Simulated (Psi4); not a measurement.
# wB97X/6-311+G(d,p) run of CHBClN (SMILES N#CBCl)

What is the vertical singlet–triplet gap of CHBClN at wB97X/6-311+G**? 

Program for the calculation: Psi4 1.11.

4 further runs of the same task are left out: 4 set aside as unsound or not needed.

### Step 1. Starting point

CHBClN: 5 atoms, total charge 0, spin state singlet. SMILES: `N#CBCl`. The coordinates come from a PBE0-D4/def2-TZVP relaxation.

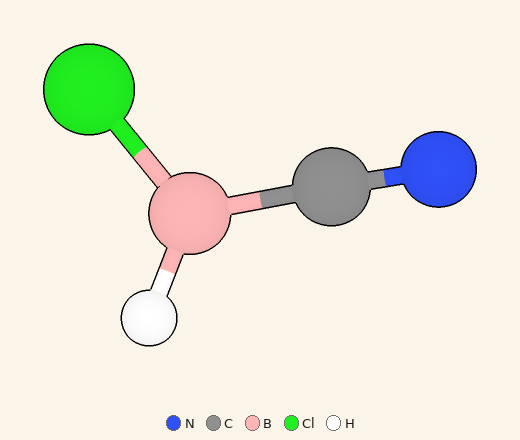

The structure, seen from a chosen angle (nitrogen blue, carbon grey, boron pink, chlorine green, hydrogen white).

### Step 2. Energy and forces at wB97X/6-311+G(d,p)

calc.dat reads:

```
memory 1.6 GB

molecule {
  0 1
  N      1.053200    -1.411100     1.218200
  C      0.513400    -0.630900     0.564200
  B     -0.176600     0.429700    -0.293300
  Cl    -1.594500     0.005200    -1.176200
  H      0.254400     1.533500    -0.354200
  symmetry c1
  no_reorient
  no_com
}

set basis 6-311+G**
set puream true
set e_convergence 1e-09
set d_convergence 1e-08
set scf_type pk
set dft_radial_points 99
set dft_spherical_points 590

gradient('wb97x')
```

Command:

```sh
psi4 -n 1 calc.dat calc.out
```

calc.out:

```text
[...]
  Running in c1 symmetry.
[...]
  Nuclear repulsion =  106.510896882930652
[...]
  Multiplicity = 1
[...]
  Nalpha       = 18
  Nbeta        = 18
[...]
    Number of basis functions: 102
[...]
   @RKS iter   1:  -578.44647974536008   -8.77190e-01   4.18530e-03 DIIS/ADIIS
[...]
   @RKS iter  12:  -578.53027572186659   -2.71712e-11   9.80958e-09 DIIS
[...]
    Orbital Energies [Eh]
    ---------------------
    Doubly Occupied:
       1A   -101.556488     2A    -14.429055     3A    -10.302378
       4A     -9.592940     5A     -7.353791     6A     -7.349171
       7A     -7.345900     8A     -6.951132     9A     -1.064675
      10A     -1.011574    11A     -0.744715    12A     -0.601125
      13A     -0.563161    14A     -0.509182    15A     -0.506637
      16A     -0.471464    17A     -0.469202    18A     -0.447862
[...]
  @RKS Final Energy:  -578.53027572186659
   => Energetics <=
    Nuclear Repulsion Energy =            106.5108968829306519
    One-Electron Energy =               -1005.0360326346469719
    Two-Electron Energy =                 353.2500965748638464
    DFT Exchange-Correlation Energy =     -33.2552365450140712
    Empirical Dispersion Energy =           0.0000000000000000
    VV10 Nonlocal Energy =                  0.0000000000000000
    Total Energy =                       -578.5302757218665874
[...]
 Multipole Moments:
 ------------------------------------------------------------------------------------
     Multipole            Electronic (a.u.)      Nuclear  (a.u.)        Total (a.u.)
 ------------------------------------------------------------------------------------
 L = 1.  Multiply by 2.5417464519 to convert [e a0] to [Debye]
 Dipole X            :         32.2966149          -32.6588138           -0.3621989
 Dipole Y            :         19.4846163          -18.6944936            0.7901227
 Dipole Z            :         18.1860716          -18.7149027           -0.5288311
 Magnitude           :                                                    1.0174204
[...]
  -Total Gradient:
     Atom            X                  Y                   Z
    ------   -----------------  -----------------  -----------------
       1        0.000266311107    -0.000326895027     0.000301165580
       2       -0.003339104922     0.004672526950    -0.003994131708
       3       -0.000664239521    -0.006097682208     0.001586744450
       4        0.003604965444     0.001019767714     0.002262038499
       5        0.000149896016     0.000731753897    -0.000142743988
[...]
```

Run time: 38 s. Hardware: 1 thread of AMD EPYC 7R43 (Zen 3), shared host; peak memory 0.74 GiB.

### Step 3. The triplet, same level

job.json reads:

```json
{
 "schema_name": "qcschema_input",
 "schema_version": 1,
 "molecule": {
  "schema_name": "qcschema_molecule",
  "schema_version": 2,
  "symbols": ["N", "C", "B", "Cl", "H"],
  "geometry": [1.99025955, -2.66659253, 2.30206437, 0.97018539, -1.19222821, 1.06618348, -0.33372563, 0.81201532, -0.55425667, -3.01316831, 0.00982658, -2.22269587, 0.48074633, 2.89789501, -0.66934099],
  "molecular_charge": 0,
  "molecular_multiplicity": 3,
  "fix_symmetry": "c1",
  "fix_com": true,
  "fix_orientation": true
 },
 "driver": "gradient",
 "model": {
  "method": "wb97x",
  "basis": "6-311+G**"
 },
 "keywords": {
  "reference": "uks",
  "puream": true,
  "e_convergence": 1e-09,
  "d_convergence": 1e-08,
  "scf_type": "pk",
  "dft_radial_points": 99,
  "dft_spherical_points": 590,
  "maxiter": 200,
  "scf_properties": ["QUADRUPOLE", "WIBERG_LOWDIN_INDICES", "LOWDIN_CHARGES"]
 }
}
```

Command:

```sh
psi4 --qcschema job.json -n 1 --memory 1600MB
```

stdout (excerpt; [...] marks lines left out):

```text
[...]
  Running in c1 symmetry.
[...]
  Nuclear repulsion =  106.510896853692174
[...]
  Multiplicity = 3
[...]
  Nalpha       = 19
  Nbeta        = 17
[...]
    Number of basis functions: 102
[...]
   @UKS iter   1:  -578.10557777891427   -5.36288e-01   6.22778e-03 DIIS/ADIIS
[...]
   @UKS iter  22:  -578.34765765185114   -1.97815e-11   7.94670e-09 DIIS
[...]
   @S^2 Observed:                2.015507658E+00
[...]
  @UKS Final Energy:  -578.34765765185114
   => Energetics <=
    Nuclear Repulsion Energy =            106.5108968536921736
    One-Electron Energy =               -1004.2682397718890570
    Two-Electron Energy =                 352.6270418790674057
    DFT Exchange-Correlation Energy =     -33.2173566127216660
    Empirical Dispersion Energy =           0.0000000000000000
    VV10 Nonlocal Energy =                  0.0000000000000000
    Total Energy =                       -578.3476576518511365
[...]
 Multipole Moments:
 ------------------------------------------------------------------------------------
     Multipole            Electronic (a.u.)      Nuclear  (a.u.)        Total (a.u.)
 ------------------------------------------------------------------------------------
 L = 1.  Multiply by 2.5417464519 to convert [e a0] to [Debye]
 Dipole X            :         31.4065128          -32.6588139           -1.2523011
 Dipole Y            :         19.7184604          -18.6944935            1.0239669
 Dipole Z            :         17.4627952          -18.7149027           -1.2521075
 Magnitude           :                                                    2.0456146
 L = 2.  Multiply by 1.3450342976 to convert [e a0^2] to [Debye ang]
 Quadrupole XX       :       -209.9751911          188.5095862          -21.4656049
 Quadrupole XY       :         47.3265118          -44.5557277            2.7707841
[...]
  -Total Gradient:
     Atom            X                  Y                   Z
    ------   -----------------  -----------------  -----------------
       1       -0.010513588815     0.018058617530    -0.013708999086
       2        0.011199157937    -0.034155638714     0.019644418414
       3       -0.012450308238     0.040990306323    -0.022860207760
       4        0.014186368357    -0.005887155308     0.012256543678
       5       -0.002411423420    -0.019015995551     0.004678956890
[...]
```

The result, in JSON:

```text
{
 "driver": "gradient",
 "model": {
  "method": "wb97x",
  "basis": "6-311+G**"
 },
 "success": true,
 "return_result": [-0.01051358881470979, 0.01805861753029392, -0.01370899908568668, 0.011199157936728071, -0.03415563871363436, 0.019644418414040243, -0.012450308238029959, 0.04099030632272834, -0.022860207760099772, 0.014186368356925466, -0.005887155307889733, 0.012256543677885104, -0.0024114234196391526, -0.019015995550967404, 0.0046789568899472354],
 "properties": {
  "calcinfo_nbasis": 102,
  "calcinfo_nmo": 102,
  "calcinfo_nalpha": 19,
  "calcinfo_nbeta": 17,
  "calcinfo_natom": 5,
  "nuclear_repulsion_energy": 106.51089685369217,
  "return_energy": -578.3476576518511,
  "return_gradient": [-0.01051358881470979, 0.01805861753029392, -0.01370899908568668, 0.011199157936728071, -0.03415563871363436, 0.019644418414040243, -0.012450308238029959, 0.04099030632272834, -0.022860207760099772, 0.014186368356925466, -0.005887155307889733, 0.012256543677885104, -0.0024114234196391526, -0.019015995550967404, 0.0046789568899472354],
  "scf_one_electron_energy": -1004.2682397718891,
  "scf_two_electron_energy": 352.6270418790674,
  "scf_xc_energy": -33.217356612721666,
  "scf_dipole_moment": [-1.2523010682984577, 1.0239668946613598, -1.2521074579863694],
  "scf_total_energy": -578.3476576518511,
  "scf_total_gradient": [-0.01051358881470979, 0.01805861753029392, -0.01370899908568668, 0.011199157936728071, -0.03415563871363436, 0.019644418414040243, -0.012450308238029959, 0.04099030632272834, -0.022860207760099772, 0.014186368356925466, -0.005887155307889733, 0.012256543677885104, -0.0024114234196391526, -0.019015995550967404, 0.0046789568899472354],
  "scf_iterations": 22
 }
}
```

Wall time 56 s (1 thread of AMD EPYC 7R43 (Zen 3), shared host); peak memory 0.74 GiB.

### Step 4. Summary of results

Level: wB97X/6-311+G**.

| quantity | value |
| --- | --- |
| singlet: total energy | -578.53028 Eh |
| singlet: dipole moment | 2.59 D |
| singlet: HOMO energy | -12.19 eV |
| singlet: LUMO energy | -1.00 eV |
| singlet: HOMO–LUMO gap | 11.18 eV |
| singlet: largest force on an atom | 0.360 eV/Å |
| triplet: total energy | -578.34766 Eh |
| triplet: dipole moment | 5.20 D |
| triplet: HOMO energy (highest over α and β) | -7.49 eV |
| triplet: LUMO energy (lowest over α and β) | -6.19 eV |
| triplet: ⟨S²⟩ | 2.016 |
| triplet: largest force on an atom | 2.497 eV/Å |
| vertical energy of the triplet above the singlet | 4.969 eV |

At this shape the triplet lies 4.97 eV (479 kJ/mol) above the singlet. The largest force (singlet) is 0.36 eV/Å: the shape isn't a stationary point for this species at this level.
